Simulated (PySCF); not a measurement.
C6H7NOSi

The calculation's input:

```
{"job": {"kind": "uv", "xc": "PBE0", "basis": "def2-SVPD", "nstates": 8, "ntriplets": 3}, "charge": 0, "multiplicity": 1}
C      3.159384     0.048816    -0.233602
C      1.720652    -0.078519    -0.228452
C      0.525966    -0.185030    -0.214749
C     -0.913307    -0.324891    -0.227154
Si    -1.734985     1.332585     0.419503
C     -1.375544    -0.493860    -1.575146
N     -1.715314    -0.616602    -2.660165
C     -1.421718    -1.389804     0.687284
O     -2.546753    -1.807957     0.703530
H      3.457081     0.843836    -0.916393
H      3.615000    -0.885223    -0.560698
H      3.518304     0.286626     0.767367
H     -3.177058     1.157533     0.329228
H     -1.255737     1.491738     1.791593
H     -1.207792     2.373661    -0.457500
H     -0.655778    -1.743964     1.405438
```

Command:

```sh
OMP_NUM_THREADS=1 python probes_run.py task.json out
```

Geometry: GFN2-xTB.

The calculation used PBE0/def2-SVPD, SCF density, gas phase (PySCF).

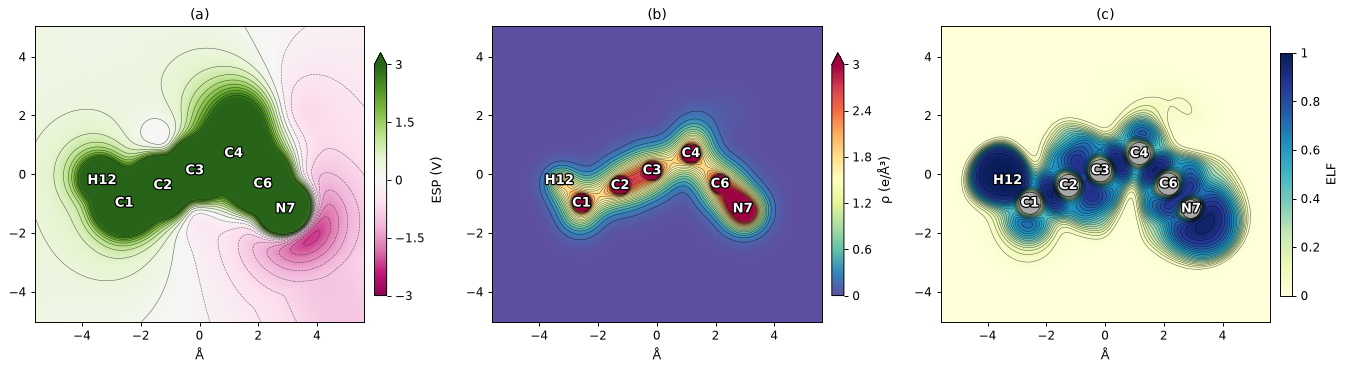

Figure 1. (a) electrostatic potential; (b) electron density; (c) ELF on the plane of atoms C3, C4 and C6. Grey discs cover the atomic cores in the ELF map.

> Interpret the plot.

- The plane passes through C, N and H nuclei.
- C–N (1.14 Å): ρ is about 3.6 e/Å³ halfway; the ELF peaks at about 0.90 between the atoms: a short, multiple covalent bond.
- C–C (1.20 Å): the density is about 2.7 e/Å³ at the midpoint; the ELF peaks at about 0.85 between the atoms; a short, multiple covalent bond.
- C–H (1.09 Å): ρ is about 2 e/Å³ halfway; the ELF climbs to about 1 towards the hydrogen, as it does in any bond to H; a covalent bond by its length.
- The ELF also peaks beside N7, away from the bonds: lone-pair regions.
- Outside the dense part of the molecule the potential is most negative (−2.2 V) near N7.

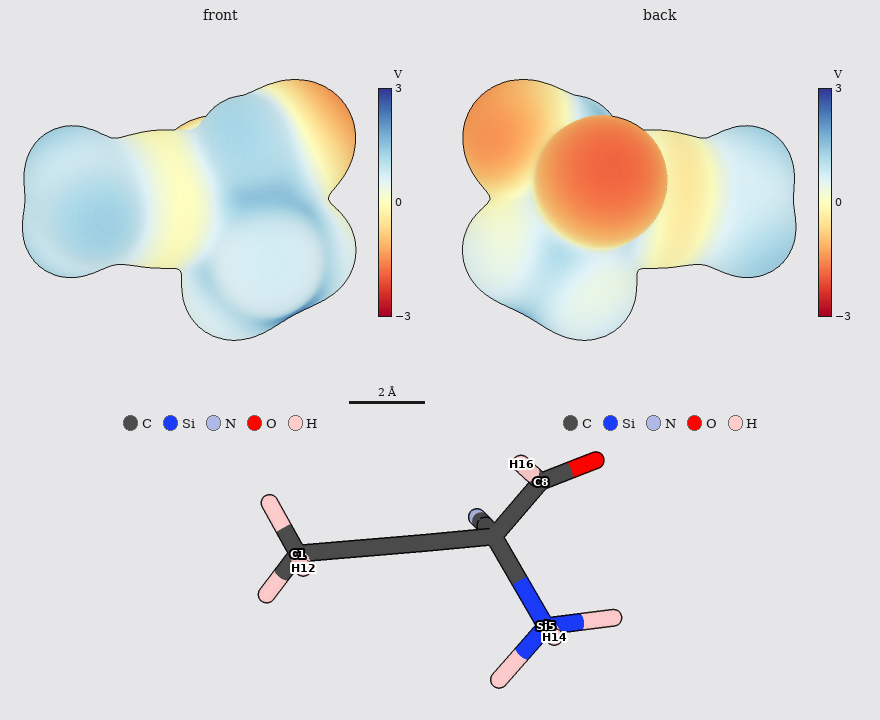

Figure 2. The electrostatic potential painted on the density surface at 0.002 e/bohr³, seen from the front and from behind; the colour scale runs from red (negative) to blue (positive). The bare structure is drawn below in the same view.

> Which sites attract a positive test charge, and which a negative one?

A positive charge is drawn to the negative regions and a negative charge to the positive ones. The most negative region (about −1.9 V) lies over N7, the most positive (about +2.0 V) over Si5. N7 is the likeliest acceptor of a hydrogen bond.

> How polar is the molecule by this calculation?

Its dipole moment is 5.79 D.
